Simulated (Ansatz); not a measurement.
GeH3 (doublet)

Input file:

```
crystal:
  periodic: [false, false, false]
  atoms:
    - { symbol: Ge, position_ang: [0.30784, -0.18023, -0.35438] }
    - { symbol: H, position_ang: [0.96674, 0.12484, 1.00477] }
    - { symbol: H, position_ang: [-0.87201, -1.09091, 0.03737] }
    - { symbol: H, position_ang: [-0.40257, 1.14629, -0.68776] }
magnetization:
  spin_polarized: true
  initial_magnetization: 1
basis:
  gaussian: { orbitals: def2-SVP }
hamiltonian:
  xc: pbe
relax:
  f_tol: 0.02
  max_steps: 40
output:
  orbitals: {}
```

Launched as:

```sh
ansatz run input.yaml --threads 1 --pin off --max-ram 2048MiB --backend cpu --events-out ev --progress --plain --runs-dir out
```

The fields are those of the relaxed geometry.

These are results of UKS PBE/def2-SVP in Ansatz, not measurements.

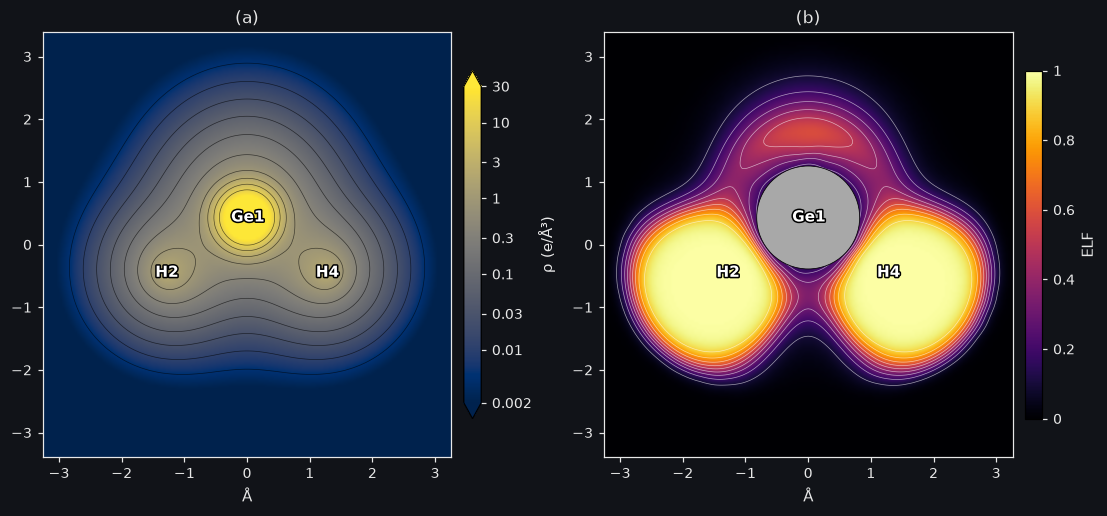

Figure 1. (a) total electron density; (b) electron localisation function on the plane of atoms H2, Ge1 and H4. Grey discs cover the atomic cores in the ELF map.

Q: What does the map show?

A: The section cuts through Ge and H sites. Ge–H (1.56 Å): the density is about 0.99 e/Å³ at the midpoint; the ELF climbs to about 1 towards the hydrogen.

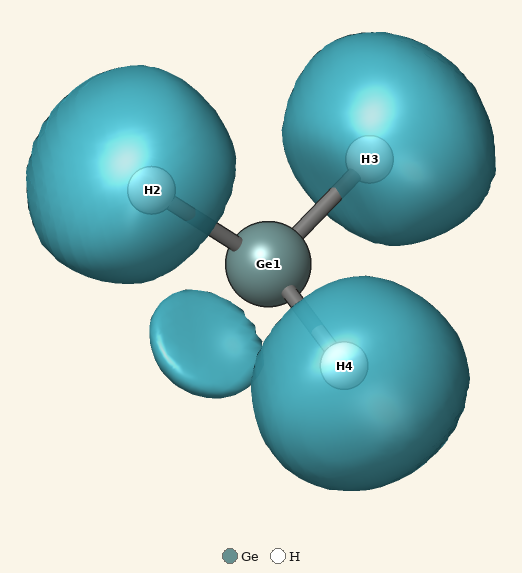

Figure 2. Isosurface of the ELF at 0.85 (cyan), seen at a tilt. Only the valence region is drawn (cores and ρ < 0.01 e/Å³ removed).

Q: Identify the bonds, lone pairs and shells in this picture.

A: The surface consists of three regions around hydrogen nuclei and one lobe on Ge, pointing away from the bonds (non-bonding electrons).

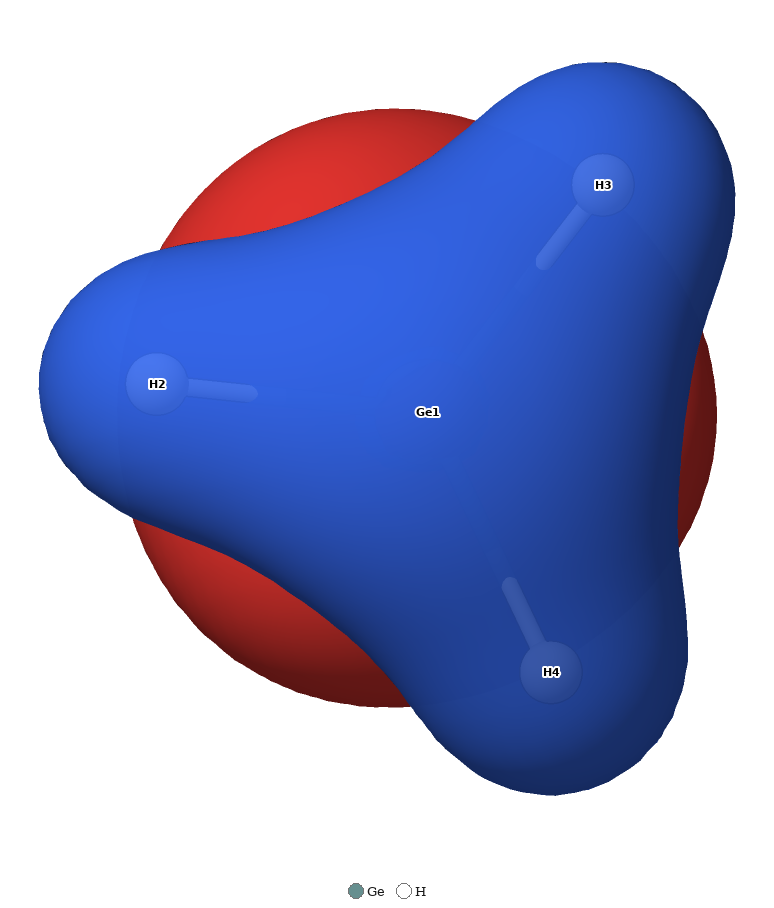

Figure 3. The LUMO (β) at ±0.1 Å⁻³ᐟ² (blue and red are the two phases), seen across its widest extent.

Q: What is the character of this orbital?

A: Its weight (Hirshfeld) is mainly on Ge1 (about 80 %), H2 (about 5 %), H3 (about 5 %) and H4 (about 5 %). Its energy is −3.71 eV.
